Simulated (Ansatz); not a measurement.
# SiH4O2 (SMILES O[SiH2]O), step by step

Aim: a series of 30 runs (HF/STO-3G, UHF/STO-3G, HF/3-21G, UHF/3-21G, HF/6-31G*, UHF/6-31G*, B3LYP/6-31G*, UB3LYP/6-31G*, and more) of H4O2Si. 

The calculation is run with Ansatz 0.2.0.

### 1 The structure to begin with

The species is SiH4O2 (7 atoms), meant as a singlet with charge 0. SMILES: `O[SiH2]O`. The coordinates come from a PBE0-D4/def2-TZVP relaxation. This is one conformer, not always the lowest. The run starts from this shape.

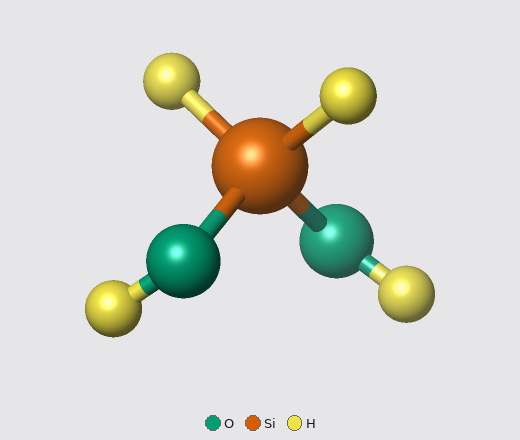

The structure, seen from a chosen angle (oxygen teal, silicon orange, hydrogen yellow).

### 2 A structure relaxation at HF/STO-3G (paw set gaussian, start density atoms) (run 1)

The input, in.yaml:

```yaml
crystal:
  periodic: [false, false, false]
  atoms:
    - {symbol: O, position_ang: [-1.385150, -0.243860, -0.354380]}
    - {symbol: Si, position_ang: [0.051410, 0.422210, 0.079240]}
    - {symbol: O, position_ang: [1.274030, -0.668570, 0.183160]}
    - {symbol: H, position_ang: [-1.456660, -0.615580, -1.234790]}
    - {symbol: H, position_ang: [0.526670, 1.393040, -0.933360]}
    - {symbol: H, position_ang: [-0.229300, 1.048860, 1.391580]}
    - {symbol: H, position_ang: [1.219010, -1.336090, 0.868560]}
basis:
  gaussian: {orbitals: STO-3G}
hamiltonian: {xc: hf}
relax: {f_tol: 0.002}
output: {orbitals: {seedname: orbitals}}
```

On the command line:

```sh
$ ansatz run in.yaml --threads 1 --pin off --max-ram 3480MiB --events-out events.jsonl --progress --plain --runs-dir runs
```

Standard output:

```text
Warning: RAYON_NUM_THREADS=1 ignored (pool sized by the plan → 1); use --threads N
The last accepted step is kept in runs//last_step.txt (removed where the run ends without a failure and the disk answers)
[... 62 lines left out ...]
Total energy: -11854.24847644 eV, -435.6355964111 hartree
[... 7 lines left out ...]
Dipole moment:     0.000954     0.007829     0.001470 e Å
```

It took 1.5 s on 1 thread of AMD EPYC 9R45 (Zen 5), shared host; peak memory 0.098 GiB.

The path in brief:

| step | energy from the first frame kept (eV) | largest force (eV/Å) |
| --- | --- | --- |
| 1 | 0.0000 | 2.0351 |
| 2 | -0.1820 | 0.9765 |
| 3 | -0.2279 | 0.7093 |
| 4 | -0.2490 | 0.1856 |
| 5 | -0.2517 | 0.0741 |
| 6 | -0.2519 | 0.0130 |
| 7 | -0.2519 | 0.0161 |
| 8 | -0.2519 | 0.0008 |

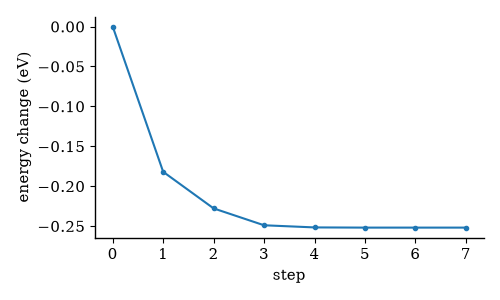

Energy along the run.

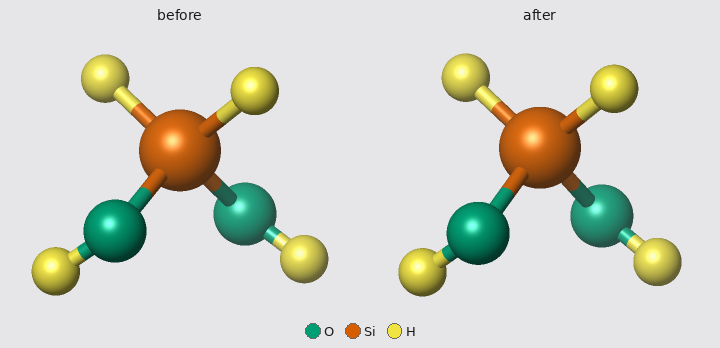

Before and after, at one scale.

After the run. Bond lengths: O1–Si2 1.673 Å, Si2–O3 1.673 Å, O1–H4 0.984 Å, Si2–H5 1.423 Å, Si2–H6 1.423 Å, O3–H7 0.984 Å. Angles: O1–Si2–O3 110.0°, O1–Si2–H5 112.0°, O1–Si2–H6 105.9°, O3–Si2–H5 105.9°, O3–Si2–H6 112.0°, Si2–O1–H4 108.3°, Si2–O3–H7 108.3°, H5–Si2–H6 111.2°.

### 3 The harmonic vibrations at HF/STO-3G (paw set gaussian, start density atoms) (run 2)

The input, molecule.yaml:

```yaml
crystal:
  periodic: [false, false, false]
  atoms:
    - {symbol: O, position_ang: [-1.394860, -0.273052, -0.314103]}
    - {symbol: Si, position_ang: [0.055883, 0.458883, 0.086108]}
    - {symbol: O, position_ang: [1.278456, -0.682827, 0.134738]}
    - {symbol: H, position_ang: [-1.308379, -0.657175, -1.216295]}
    - {symbol: H, position_ang: [0.455928, 1.416665, -0.887371]}
    - {symbol: H, position_ang: [-0.153075, 1.070240, 1.354029]}
    - {symbol: H, position_ang: [1.066057, -1.332724, 0.842904]}
basis:
  gaussian: {orbitals: STO-3G}
hamiltonian: {xc: hf}
phonons: {temperatures: {t_min: 298.15, t_max: 298.15, t_step: 1}}
```

On the command line:

```sh
$ ansatz run molecule.yaml --threads 1 --pin off --max-ram 3480MiB --events-out events.jsonl --progress --plain --runs-dir runs
```

Standard output:

```text
Warning: RAYON_NUM_THREADS=1 ignored (pool sized by the plan → 1); use --threads N
[... 128 lines left out ...]
Total energy: -11854.24849081 eV, -435.6355969391 hartree
[... 7 lines left out ...]
Dipole moment:     0.000954     0.007830     0.001469 e Å
Vibrations: 270.36 279.63 378.03 730.77 869.07 932.16 980.74 1143.28 1211.93 1314.71 1319.55 2873.90 2908.80 4262.28 4263.66 cm⁻¹, zero-point energy 1.471623 eV
```

Wall time 2.8 s (1 thread of AMD EPYC 9R45 (Zen 5), shared host).

Run 3 isn't shown in full; the table further down has it.

### 4 The doublet cation: a structure relaxation at UHF/STO-3G (paw set gaussian, start density atoms) (run 4)

Changes to molecule.yaml since step 3:

```diff
@@ -12,3 +12,5 @@
   gaussian: {orbitals: STO-3G}
+total_charge: 1
+magnetization: {spin_polarized: true, initial_magnetization: 1}
 hamiltonian: {xc: hf}
-phonons: {temperatures: {t_min: 298.15, t_max: 298.15, t_step: 1}}
+relax: {}
```

On the command line:

```sh
$ ansatz run molecule.yaml --threads 1 --pin off --max-ram 3480MiB --events-out events.jsonl --progress --plain --runs-dir runs
```

Standard output, shortened:

```text
Warning: RAYON_NUM_THREADS=1 ignored (pool sized by the plan → 1); use --threads N
[... 1 set-up line as earlier in the session ...]
[... 18 lines left out ...]
WARN: the results are in doubt because the forces break the atoms' symmetry
[... 90 lines left out ...]
Total energy: -11848.39034601 eV, -435.4203140883 hartree
[... 7 lines left out ...]
Dipole moment:     0.348187    -0.110778    -0.114140 e Å
```

It took 3 s on 1 thread of AMD EPYC 9R45 (Zen 5), shared host; peak memory 0.097 GiB.

Steps, from the record of the run:

| step | energy from the first frame kept (eV) | largest force (eV/Å) |
| --- | --- | --- |
| 1 | 0.0000 | 7.9612 |
| 2 | -0.7540 | 3.9535 |
| 3 | -0.9964 | 2.3945 |
| 4 | -1.0731 | 0.9699 |
| 5 | -1.0968 | 0.3978 |
| 6 | -1.1015 | 0.4599 |
| 7 | -1.1099 | 0.1233 |
| 8 | -1.1099 | 0.1621 |
| 9 | -1.1102 | 0.0528 |
| 10 | -1.1103 | 0.0854 |
| 11 | -1.1105 | 0.0351 |
| 12 | -1.1106 | 0.0118 |
| 13 | -1.1106 | 0.0396 |
| 14 | -1.1106 | 0.0023 |

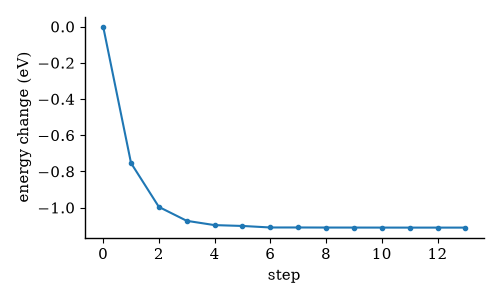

Energy along the run.

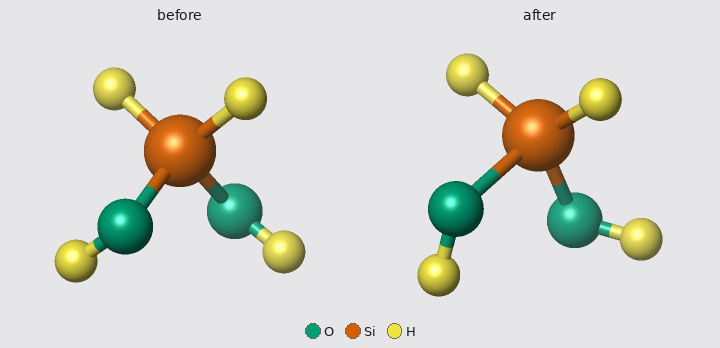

Before and after, at one scale.

After the run. Bond lengths: O1–Si2 1.633 Å, Si2–O3 1.880 Å, O1–H4 0.981 Å, Si2–H5 1.426 Å, Si2–H6 1.424 Å, O3–H7 1.014 Å. Angles: O1–Si2–O3 97.6°, O1–Si2–H5 119.8°, O1–Si2–H6 114.5°, O3–Si2–H5 99.8°, O3–Si2–H6 96.9°, Si2–O1–H4 113.5°, Si2–O3–H7 117.6°, H5–Si2–H6 119.8°.

Runs 5 to 29 aren't shown in full; the table further down has their settings and results.

### 5 Vibrational wavenumbers at wB97X-V/def2-TZVP (paw set gaussian, start density atoms) (run 30)

The input, in.yaml:

```yaml
crystal:
  periodic: [false, false, false]
  atoms:
    - symbol: O
      position_ang: [-1.385903, -0.243862, -0.356976]
    - symbol: Si
      position_ang: [0.051885, 0.426062, 0.079951]
    - symbol: O
      position_ang: [1.274658, -0.669660, 0.185559]
    - symbol: H
      position_ang: [-1.459885, -0.618609, -1.237531]
    - symbol: H
      position_ang: [0.524248, 1.395628, -0.932263]
    - symbol: H
      position_ang: [-0.226297, 1.051016, 1.391368]
    - symbol: H
      position_ang: [1.221305, -1.340565, 0.869902]
basis:
  gaussian:
    orbitals: def2-TZVP
hamiltonian:
  xc: {name: wB97X-V}
phonons:
  temperatures: {t_min: 298.15, t_max: 298.15, t_step: 1}
```

On the command line:

```sh
$ ansatz run in.yaml --threads 1 --pin off --max-ram 3480MiB --events-out events.jsonl --progress --plain --runs-dir runs
```

Standard output, shortened:

```text
Warning: RAYON_NUM_THREADS=1 ignored (pool sized by the plan → 1); use --threads N
[...]
730 factors; their error is unknown
[...]
730 factors; their error is unknown
[...]
730 factors; their error is unknown
[...]
730 factors; their error is unknown
[...]
730 factors; their error is unknown
[...]
730 factors; their error is unknown
[...]
730 factors; their error is unknown
[...]
730 factors; their error is unknown
[...]
730 factors; their error is unknown
[...]
730 factors; their error is unknown
[...]
730 factors; their error is unknown
[...]
730 factors; their error is unknown
[...]
730 factors; their error is unknown
[...]
730 factors; their error is unknown
[...]
730 factors; their error is unknown
[...]
730 factors; their error is unknown
[...]
Dipole moment:    -0.025772    -0.211636    -0.039710 e Å
Vibrations: 244.82 280.53 370.50 623.10 754.66 827.97 875.39 886.01 929.05 971.52 982.09 2273.19 2274.68 3916.79 3918.63 cm⁻¹, zero-point energy 1.247836 eV
```

Run time: 1.8 min. Hardware: 1 thread of AMD EPYC 9R45 (Zen 5), shared host; peak memory 0.27 GiB.

### 6 All runs side by side

| run | level | task | walk f tol | partner | energy (Eh) | dipole moment (D) | wall time |
| --- | --- | --- | --- | --- | --- | --- | --- |
| 1 | HF/STO-3G (paw set gaussian, start density atoms) | optimise | 0.002 | base | -435.635596 | 0.04 | 1.5 s |
| 2 | HF/STO-3G (paw set gaussian, start density atoms) | frequencies | – | base | -435.635597 | 0.04 | 2.8 s |
| 3 | UHF/STO-3G (paw set gaussian, start density atoms) | energy | – | cation | -435.379493 | – | 0.22 s |
| 4 | UHF/STO-3G (paw set gaussian, start density atoms) | optimise | – | cation | -435.420314 | – | 3 s |
| 5 | HF/3-21G (paw set gaussian, start density atoms) | optimise | 0.002 | base | -438.692039 | 1.15 | 1.5 s |
| 6 | HF/3-21G (paw set gaussian, start density atoms) | frequencies | – | base | -438.692039 | 1.15 | 5.1 s |
| 7 | UHF/3-21G (paw set gaussian, start density atoms) | energy | – | cation | -438.309531 | – | 0.5 s |
| 8 | UHF/3-21G (paw set gaussian, start density atoms) | optimise | – | cation | -438.358010 | – | 7.2 s |
| 9 | HF/6-31G* (Cartesian functions, paw set gaussian, start density atoms) | optimise | 0.002 | base | -441.047903 | 1.04 | 3.3 s |
| 10 | HF/6-31G* (Cartesian functions, paw set gaussian, start density atoms) | frequencies | – | base | -441.047903 | 1.04 | 6.9 s |
| 11 | UHF/6-31G* (Cartesian functions, paw set gaussian, start density atoms) | energy | – | cation | -440.647368 | – | 1.3 s |
| 12 | UHF/6-31G* (Cartesian functions, paw set gaussian, start density atoms) | optimise | – | cation | -440.692624 | – | 6.3 s |
| 13 | B3LYP/6-31G* (Cartesian functions, paw set gaussian, start density atoms) | optimise | 0.002 | base | -442.416272 | 1.04 | 5.7 s |
| 14 | B3LYP/6-31G* (Cartesian functions, paw set gaussian, start density atoms) | frequencies | – | base | -442.416272 | 1.04 | 13 s |
| 15 | UB3LYP/6-31G* (Cartesian functions, paw set gaussian, start density atoms) | energy | – | cation | -442.006920 | – | 1.7 s |
| 16 | UB3LYP/6-31G* (Cartesian functions, paw set gaussian, start density atoms) | optimise | – | cation | -442.030219 | – | 13 s |
| 17 | PBE/def2-SVP (paw set gaussian, start density atoms) | optimise | 0.002 | base | -441.894683 | 1.08 | 5.1 s |
| 18 | PBE/def2-SVP (paw set gaussian, start density atoms) | frequencies | – | base | -441.894683 | 1.08 | 9 s |
| 19 | UPBE/def2-SVP (paw set gaussian, start density atoms) | energy | – | cation | -441.504404 | – | 3.9 s |
| 20 | UPBE/def2-SVP (paw set gaussian, start density atoms) | optimise | – | cation | -441.526127 | – | 16 s |
| 21 | MP2/6-31G* (Cartesian functions, paw set gaussian, start density atoms) | optimise | 0.002 | base | -441.488446 | 1.04 | 3.6 s |
| 22 | MP2/6-31G* (Cartesian functions, paw set gaussian, start density atoms) | frequencies | – | base | -441.488446 | 1.04 | 10 s |
| 23 | UMP2/6-31G* (Cartesian functions, paw set gaussian, start density atoms) | energy | – | cation | -441.043729 | – | 1.6 s |
| 24 | UMP2/6-31G* (Cartesian functions, paw set gaussian, start density atoms) | optimise | – | cation | -441.083970 | – | 11 s |
| 25 | B3LYP-D4/def2-TZVP (paw set gaussian, start density atoms) | optimise | 0.002 | base | -442.549447 | 1.06 | 8.4 s |
| 26 | B3LYP-D4/def2-TZVP (paw set gaussian, start density atoms) | frequencies | – | base | -442.549447 | 1.06 | 41 s |
| 27 | HF/cc-pVTZ (paw set gaussian, start density atoms) | optimise | 0.002 | base | -441.164487 | 1.09 | 8.4 s |
| 28 | HF/cc-pVTZ (paw set gaussian, start density atoms) | frequencies | – | base | -441.164487 | 1.09 | 39 s |
| 29 | wB97X-V/def2-TZVP (paw set gaussian, start density atoms) | optimise | 0.002 | base | -442.419394 | 1.04 | 22 s |
| 30 | wB97X-V/def2-TZVP (paw set gaussian, start density atoms) | frequencies | – | base | -442.419394 | 1.04 | 1.8 min |

### 7 Outcome

| quantity | value |
| --- | --- |
| run 30, wB97X-V/def2-TZVP: total energy | -442.41939 Eh |
| run 30, wB97X-V/def2-TZVP: dipole moment | 1.04 D |
| run 30, wB97X-V/def2-TZVP: largest force on an atom | 0.002 eV/Å |
| run 30, wB97X-V/def2-TZVP: lowest harmonic wavenumber | 245 cm⁻¹ |
| run 30, wB97X-V/def2-TZVP: highest harmonic wavenumber | 3919 cm⁻¹ |
| run 30, wB97X-V/def2-TZVP: zero-point energy | 120.4 kJ/mol |
| vertical ionisation energy (to the doublet cation), HF/STO-3G | 6.969 eV |
| vertical ionisation energy (to the doublet cation), HF/3-21G | 10.409 eV |
| vertical ionisation energy (to the doublet cation), B3LYP/6-31G* | 11.139 eV |
| vertical ionisation energy (to the doublet cation), PBE/def2-SVP | 10.620 eV |
| adiabatic ionisation energy (to the doublet cation, no zero-point term), HF/STO-3G | 5.858 eV |
| adiabatic ionisation energy (to the doublet cation, no zero-point term), HF/3-21G | 9.089 eV |
| adiabatic ionisation energy (to the doublet cation, no zero-point term), B3LYP/6-31G* | 10.505 eV |
| adiabatic ionisation energy (to the doublet cation, no zero-point term), MP2/6-31G* | 11.006 eV |

**Reading.** At HF/STO-3G: removing an electron at fixed nuclei costs 6.97 eV (161 kcal/mol). In a minimal basis such a difference can be off by several eV, whatever the method. At HF/3-21G: the vertical ionisation energy comes to 10.41 eV (1004 kJ/mol). At B3LYP/6-31G*: removing an electron at fixed nuclei costs 11.14 eV (257 kcal/mol). At PBE/def2-SVP: removing an electron at fixed nuclei costs 10.62 eV (245 kcal/mol). At HF/STO-3G: the adiabatic ionisation energy (to the doublet cation, no zero-point term) is 5.86 eV (135 kcal/mol). Totals of different functionals can't be ranked against each other. In runs 1, 2, 3, 4 the basis is minimal, so the values are rough. All runs together took 6 min, the longest 1.8 min.
